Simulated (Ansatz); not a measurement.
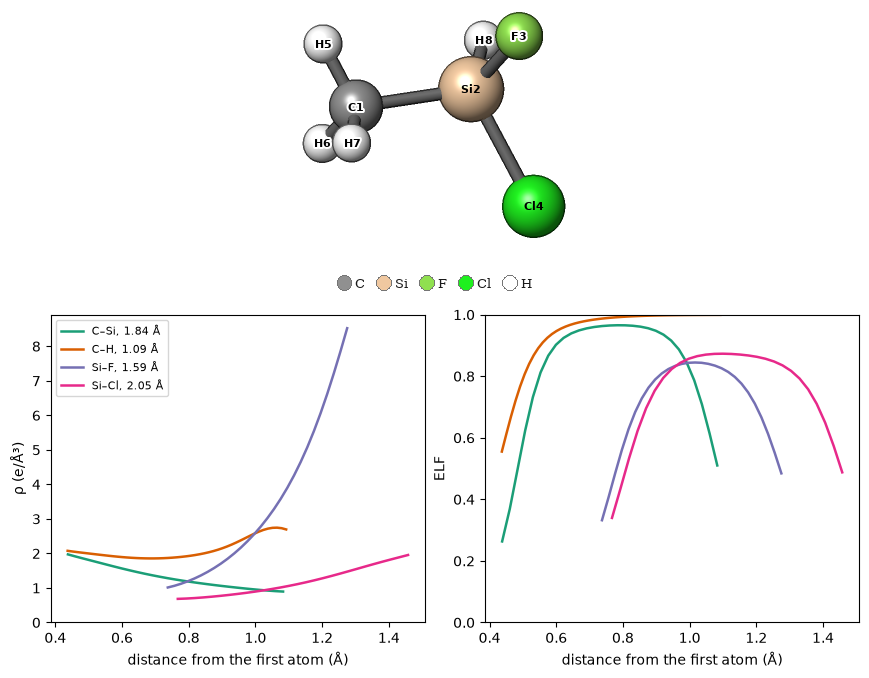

CH₄ClFSi (SMILES C[SiH](F)Cl). Electron density and electron localisation function along straight lines between neighbouring atoms. The curves leave out the atomic cores. The structure is drawn too.

Geometry: PBE0-D4/def2-TZVP.

All numbers below come from RKS PBE0-D4/def2-TZVPP in Ansatz 0.2.0.

Input file:

```
crystal:
  periodic: [false, false, false]
  atoms:
    - {symbol: C, position_ang: [-0.276704, 0.958286, 0.083845]}
    - {symbol: Si, position_ang: [0.364031, -0.761757, -0.084162]}
    - {symbol: F, position_ang: [0.846026, -1.289980, 1.340201]}
    - {symbol: Cl, position_ang: [-1.119992, -2.010054, -0.735519]}
    - {symbol: H, position_ang: [0.509758, 1.621283, 0.453169]}
    - {symbol: H, position_ang: [-0.620637, 1.332827, -0.882909]}
    - {symbol: H, position_ang: [-1.115029, 0.988254, 0.783163]}
    - {symbol: H, position_ang: [1.504648, -0.895861, -1.013587]}
basis:
  gaussian: {orbitals: def2-TZVPP}
hamiltonian: {xc: pbe0, dispersion: d4}
output: {orbitals: {seedname: orbitals}}
```

Run with:

```sh
ansatz run in.yaml --threads 2 --pin off --events-out ev --progress --plain --max-ram 32768MiB --backend cpu
```

Question: What can be read from the curves?

Answer: C–Si (1.84 Å): ρ is about 1 e/Å³ halfway; the ELF peaks at about 0.95 between the atoms (a covalent bond).
C–H (1.09 Å): ρ is about 1.9 e/Å³ halfway; the ELF climbs to about 1 towards the hydrogen, as it does in any bond to H (a covalent bond by its length).
Si–F (1.59 Å): ρ is about 1.2 e/Å³ halfway; the ELF peaks at about 0.85 in the valence shell of F, 0.6 Å from its nucleus, and is about 0.55 at the midpoint.
Si–Cl (2.05 Å): ρ at the midpoint is about 0.93 e/Å³; the ELF peaks at about 0.85 between the atoms; a polar covalent bond.
